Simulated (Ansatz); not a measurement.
| atom | x (Å) | y (Å) | z (Å) |
| --- | --- | --- | --- |
| O | -1.1285 | 3.9997 | 1.1238 |
| P | -0.8897 | 2.3615 | 1.4034 |
| Te | -0.7931 | 2.0833 | 3.6909 |
| H | -1.1714 | 4.1313 | 0.1516 |

Geometry: PBE-D3(BJ)/def2-SVP; core potentials replace the inner electrons of Te.

Computed with Ansatz, isolated molecule in a Gaussian basis; Kohn-Sham density functional theory, functional PBE0.

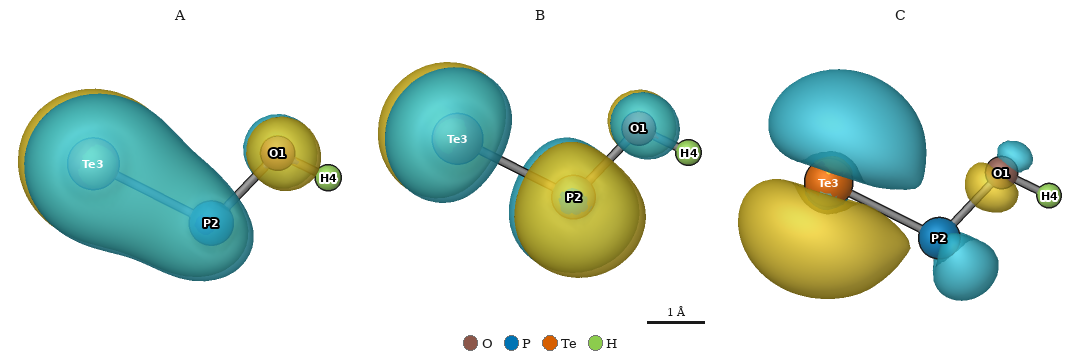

HOPTe (SMILES OP=[Te]). Three frontier orbitals at ±0.1 Å⁻³ᐟ² (yellow and cyan are the two phases), in no order.

Q: Which picture is the HOMO−1, the HOMO and the LUMO?

A: A is the HOMO−1 (−7.30 eV). It lies mainly on Te3 (about 60 %), P2 (about 30 %) and O1 (about 10 %); it changes sign across the molecular plane (π type); π-bonding across P2–Te3; π-antibonding (a node) across O1–P2. C is the HOMO (−6.48 eV). Its weight (Hirshfeld) is mainly on Te3 (about 85 %) and P2 (about 15 %); it is symmetric in the molecular plane (an in-plane orbital: σ, lone-pair or in-plane π type). B is the LUMO (−3.32 eV). Its weight (Hirshfeld) is mainly on P2 (about 50 %), Te3 (about 40 %) and O1 (about 10 %); it changes sign across the molecular plane (π type); π-antibonding (a node) across P2–Te3.

Q: What is the HOMO–LUMO gap?

A: 3.16 eV between the orbital energies.
